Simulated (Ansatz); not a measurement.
# triplet AlH3O at 6 levels

Aim: a comparison of 6 runs (U-r2SCAN/STO-3G, U-wB97X/STO-3G, USVWN5/STO-3G, UBCCD(T)/STO-3G, UCCSDT/STO-3G, UCCSD(T)/STO-3G) of triplet AlH3O. 

Program for the calculation: Ansatz 0.2.0.

56 further runs of the same task are left out: 56 set aside as unsound or not needed.

### 1 The system as given

The species is AlH3O (5 atoms), meant as a triplet with charge 0. As SMILES of the parent species, `[H][Al]([H])[OH]`. The shape comes from GFN2-xTB, which is rough for such elements, and wasn't checked as a minimum. That shape belongs to the parent species and isn't relaxed for this state.

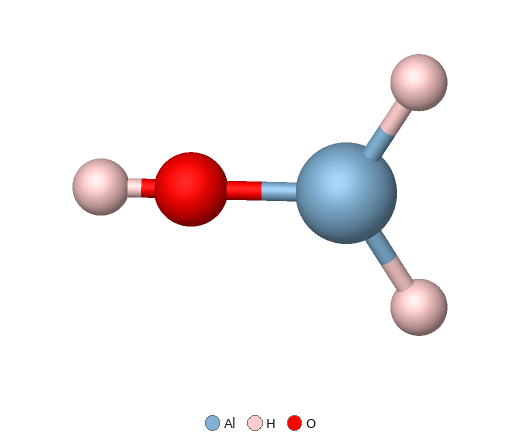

The structure, seen from a chosen angle (aluminium light blue, hydrogen pink, oxygen red).

### 2 The energy at U-r2SCAN/STO-3G (run 1)

Input file in.yaml:

```yaml
crystal:
  periodic: [false, false, false]
  atoms:
    - {symbol: Al, position_ang: [0.271770, 0.451120, -0.109270]}
    - {symbol: H, position_ang: [1.798980, 0.417230, -0.221380]}
    - {symbol: H, position_ang: [-0.481020, 1.769010, -0.311810]}
    - {symbol: O, position_ang: [-0.555450, -0.920030, 0.226660]}
    - {symbol: H, position_ang: [-1.034280, -1.717330, 0.415800]}
basis:
  gaussian:
    orbitals: STO-3G
magnetization:
  spin_polarized: true
  initial_magnetization: 2
hamiltonian:
  xc: {name: r2SCAN}
accuracy: high
```

Launch:

```
$ ansatz run in.yaml --threads 1 --pin off --max-ram 2610MiB --events-out events.jsonl --progress --plain --runs-dir runs
```

The log of the run:

```text
Warning: RAYON_NUM_THREADS=1 ignored (pool sized by the plan → 1); use --threads N
Functional definition: r2SCAN
  name "r2SCAN"
  parameter k0 = 0.174
  parameter k1 = 0.065
  parameter a1 = 4.9479
  exchange = r2scan_x(k0 = k0, k1 = k1, a1 = a1)
  correlation = r2scan_c
288 factors; integrals over basis functions are off by at most 2.9e-8 eV
mean field evaluation 1: about -8574.8680 eV, gradient 7.0e0 eV
mean field evaluation 2: about -8572.8003 eV, gradient 1.5e1 eV
mean field evaluation 4: about -8575.3604 eV, gradient 9.4e-1 eV
mean field evaluation 8: about -8575.3401 eV, gradient 1.7e-1 eV
mean field evaluation 16: about -8575.3404 eV, gradient 1.9e-5 eV
mean field evaluation 32: about -8574.6970 eV, gradient 4.8e0 eV
mean field -8575.34042003 eV, -315.1379478616 hartree, gradient 4.4e-8 eV, S^2 2.001877; 6 other end points of the search recorded, 0 dependent functions left out
reference -8575.34042097 eV, -315.1379478962 hartree; 13, 11 occupied and 4, 6 virtual orbitals, 288 factors
Total energy: -8575.34042097 eV, -315.1379478962 hartree
```

Run time: 8.4 s. Hardware: 1 thread of Intel Xeon Platinum 8259CL at 2.50GHz (Skylake/Cascade Lake), shared host; peak memory 0.23 GiB.

### 3 A single-point energy at U-wB97X/STO-3G (run 2)

in.yaml: that of step 2 with these lines changed.

```diff
@@ -9,9 +9,5 @@
 basis:
-  gaussian:
-    orbitals: STO-3G
-magnetization:
-  spin_polarized: true
-  initial_magnetization: 2
-hamiltonian:
-  xc: {name: r2SCAN}
+  gaussian: {orbitals: STO-3G}
+magnetization: {spin_polarized: true, initial_magnetization: 2}
+hamiltonian: {xc: {name: wB97X}}
 accuracy: high
```

Launch:

```
$ ansatz run in.yaml --threads 1 --pin off --max-ram 2610MiB --events-out events.jsonl --progress --plain --runs-dir runs
```

The log of the run (excerpt; [...] marks lines left out):

```text
Warning: RAYON_NUM_THREADS=1 ignored (pool sized by the plan → 1); use --threads N
Functional definition: wB97X
  name "wB97X"
[...]
      + exact_x_lr(omega)
[...]
      + integral(e_c_pw_opposite_spin*poly(b97_u_opposite, 1, cos1, cos2, cos3, cos4))
288 factors; integrals over basis functions are off by at most 2.9e-8 eV
127 factors; integrals over basis functions are off by at most 8.4e-10 eV
[...]
mean field -8575.74961347 eV, -315.1529854430 hartree, gradient 2.3e-8 eV, S^2 2.002230; 4 other end points of the search recorded, 0 dependent functions left out
reference -8575.74961198 eV, -315.1529853882 hartree; 13, 11 occupied and 4, 6 virtual orbitals, 288 factors
Total energy: -8575.74961198 eV, -315.1529853882 hartree
```

Run time: 20 s. Hardware: 1 thread of Intel Xeon Platinum 8259CL at 2.50GHz (Skylake/Cascade Lake), shared host; peak memory 0.4 GiB.

Run 3 isn't shown in full; the table further down has it.

### 4 A single-point energy at UBCCD(T)/STO-3G (run 4)

in.yaml: that of step 3 with these lines changed.

```diff
@@ -9,5 +9,13 @@
 basis:
-  gaussian: {orbitals: STO-3G}
-magnetization: {spin_polarized: true, initial_magnetization: 2}
-hamiltonian: {xc: {name: wB97X}}
+  gaussian:
+    orbitals: STO-3G
+magnetization:
+  spin_polarized: true
+  initial_magnetization: 2
 accuracy: high
+correlation:
+  method: bccd_t
+  frozen_orbitals: {Al: 5, H: 0, O: 1}
+scf:
+  omitted_lower_state_checks: [cluster_reference, increment]
+total_charge: 0
```

Launch:

```
$ ansatz run in.yaml --threads 1 --pin off --max-ram 2610MiB --events-out events.jsonl --progress --plain --runs-dir runs
```

The log of the run:

```text
Warning: RAYON_NUM_THREADS=1 ignored (pool sized by the plan → 1); use --threads N
[... 15 lines left out ...]
6 core orbitals not correlated: weight in the atoms' cores, before any rotation towards them, 0.999 or more for the frozen orbitals, at most 0.000 for the correlated occupied ones
[... 40 lines left out ...]
Total energy: -8555.03590415 eV, -314.3917706660 hartree
Checks for a lower state left out: cluster_reference, increment
```

It took 1.1 s on 1 thread of Intel Xeon Platinum 8259CL at 2.50GHz (Skylake/Cascade Lake), shared host.

Run 5 isn't shown in full; the table further down has it.

### 5 A single-point energy at UCCSD(T)/STO-3G (run 6)

Input file molecule.yaml:

```yaml
crystal:
  periodic: [false, false, false]
  atoms:
    - {symbol: Al, position_ang: [0.271770, 0.451120, -0.109270]}
    - {symbol: H, position_ang: [1.798980, 0.417230, -0.221380]}
    - {symbol: H, position_ang: [-0.481020, 1.769010, -0.311810]}
    - {symbol: O, position_ang: [-0.555450, -0.920030, 0.226660]}
    - {symbol: H, position_ang: [-1.034280, -1.717330, 0.415800]}
basis:
  gaussian:
    orbitals: STO-3G
magnetization:
  spin_polarized: true
  initial_magnetization: 2
correlation:
  method: ccsd_t
  frozen_orbitals: {Al: 5, H: 0, O: 1}
accuracy: high
scf:
  omitted_lower_state_checks: [cluster_reference, increment]
```

Launch:

```
$ ansatz run molecule.yaml --threads 1 --pin off --max-ram 2610MiB --events-out events.jsonl --progress --plain --runs-dir runs
```

The log of the run:

```text
Warning: RAYON_NUM_THREADS=1 ignored (pool sized by the plan → 1); use --threads N
[... 15 lines left out ...]
6 core orbitals not correlated: weight in the atoms' cores, before any rotation towards them, 0.999 or more for the frozen orbitals, at most 0.000 for the correlated occupied ones
[... 40 lines left out ...]
Total energy: -8555.03205238 eV, -314.3916291161 hartree
Checks for a lower state left out: cluster_reference, increment
```

Run time: 1.1 s. Hardware: 1 thread of Intel Xeon Platinum 8259CL at 2.50GHz (Skylake/Cascade Lake), shared host.

### 6 The series

```
run            level  frozen core orbitals  energy (Eh)   ⟨S²⟩  wall time
  1  U-r2SCAN/STO-3G                     –  -315.137948  2.002      8.4 s
  2   U-wB97X/STO-3G                     –  -315.152985  2.002       20 s
  3    USVWN5/STO-3G                     –  -313.534565  2.001      2.4 s
  4  UBCCD(T)/STO-3G                     6  -314.391771  2.020      1.1 s
  5    UCCSDT/STO-3G                     6  -314.392311  2.020        2 s
  6  UCCSD(T)/STO-3G                     6  -314.391629  2.020      1.1 s
```

### 7 Summary of results

| quantity | value |
| --- | --- |
| run 6: total energy | -314.39163 Eh |
| run 6: correlation energy (6 core orbitals frozen) | -72.5 mEh |
| run 6: (T) correction | -1.04 mEh |
| run 6: ⟨S²⟩ of the reference determinant | 2.020 |
| run 6: T1 diagnostic | 0.033 |

What this shows: Totals of different functionals can't be ranked against each other. In runs 1, 2, 3, 4, 5, 6 the basis is minimal, so the values are rough. All runs together took 35 s, the longest 20 s.
